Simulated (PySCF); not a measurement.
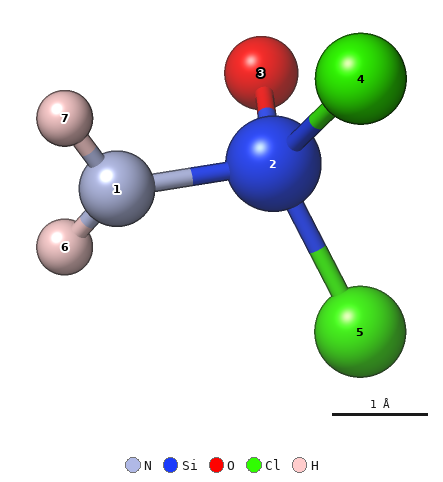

**Figure 1.** The input geometry (ball-and-stick view, seen at a tilt; atoms are numbered from 1 in the order of the input). Bond lengths as drawn: Cl–Si 2.03 Å, H–N 1.01 Å, N–Si 1.71 Å and O–Si 1.62 Å.

## SiNH2Cl2O: excited-state calculation

The run: excited-state calculation of SiNH2Cl2O, multiplicity 2. Method and program: TDDFT (PBE)/ANO-RCC-MB, UKS, sfX2C (PySCF 2.14.0).

The geometry comes from this level: PBE0-D4/def2-TZVP.

## Log
```
WARN: HOMO -0.303609676624942 >= LUMO -0.303609676624965

converged SCF energy = -1343.78656540022  <S^2> = 0.75322058  2S+1 = 2.003218
E(PBE) = -1343.786565400
Excitation energies (eV)
[1.80383991 1.98991329 2.24037794]

** Excitation energies and oscillator strengths **
state   eV      nm      f
  1    1.8038    687.3   0.00379
  2    1.9899    623.1   0.00046
  3    2.2404    553.4   0.00273
```

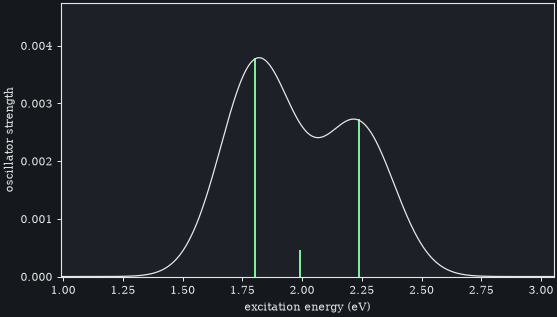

**Figure 2.** Computed excitations as sticks (degenerate states added up, dark ones marked on the axis), with a Gaussian envelope of 0.35 eV full width at half maximum, scaled to the tallest. Of the 3 states the lowest lies at 1.80 eV (f = 0.004); the strongest line is at 1.80 eV, or 687 nm (f = 0.004).

The run was set up as follows.

## Input file (input.py)
```python
from pyscf import gto, dft, tdscf

system = gto.M(
    atom='''
N      0.430000    -0.083200     0.976600
Si    -0.271600     0.056200    -0.572500
O      0.783100    -0.791700    -1.455700
Cl    -2.137300    -0.738800    -0.562700
Cl    -0.384500     2.009200    -1.107200
H      1.264300     0.438800     1.199800
H      0.377400    -0.958600     1.475900
''',
    spin=1,
    max_memory=1860,
    verbose=3,
    basis='ano-rcc-mb',
)

myscf = dft.UKS(system)
myscf.xc = 'pbe'
myscf = myscf.sfx2c1e()
myscf.conv_tol = 1e-10
myscf.grids.level = 4
myscf.kernel()
if not myscf.converged:
    myscf = myscf.newton().run(myscf.mo_coeff, myscf.mo_occ)

e_tot = myscf.e_tot
print('E(%s) = %.9f' % ('PBE', e_tot))

td = tdscf.TDDFT(myscf)
td.nstates = 3
td.kernel()
td.analyze()
roots = td.e * 27.211386
osc = td.oscillator_strength()
print('state   eV      nm      f')
for i, (w, f) in enumerate(zip(roots, osc), 1):
    print('%3d %9.4f %8.1f %9.5f' % (i, w, 1239.842 / w, f))
```

Run as:
```bash
OMP_NUM_THREADS=1 python input.py
```

## Results in brief

| quantity | value |
| --- | --- |
| outcome | converged |
| total energy | −1343.786565 hartree |
| basis functions | 39 |
| ⟨S²⟩ | 0.753 |
| dipole moment | 4.08 D |
| lowest excitation | 1.80 eV |
| hardware | 1 thread of Arm Neoverse V1, 24 GiB of memory available, shared host |
| wall time | 47 s |
| peak memory | 0.45 GiB |
